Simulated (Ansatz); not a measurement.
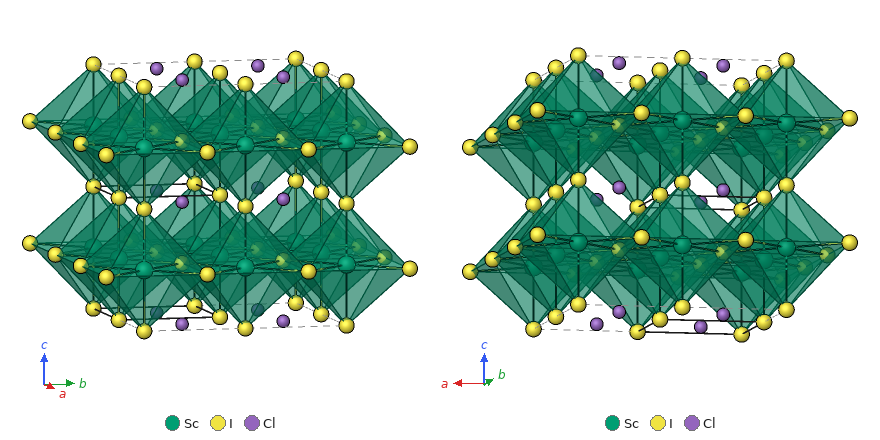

Polyhedra are drawn about Sc (bonds: I–Sc below 3.8 Å); other atoms are plain spheres. Two views of the same piece.

ScI2Cl (space group P4/mmm, No. 123). Coordinates: coordinates from a relaxation with DFT PBE, scalar-relativistic, plane waves, PAW (Ansatz); the starting structure was generated, so it need not be a known form of this composition.

Sharing among the drawn polyhedra:

```csv
site,polyhedron,corner-sharing neighbours,edge-sharing,face-sharing,bond (Å)
Sc,ScI6 octahedron,6,4,0,2.84–3.41
```

They form a three-dimensional framework of corner- and edge-sharing octahedra.
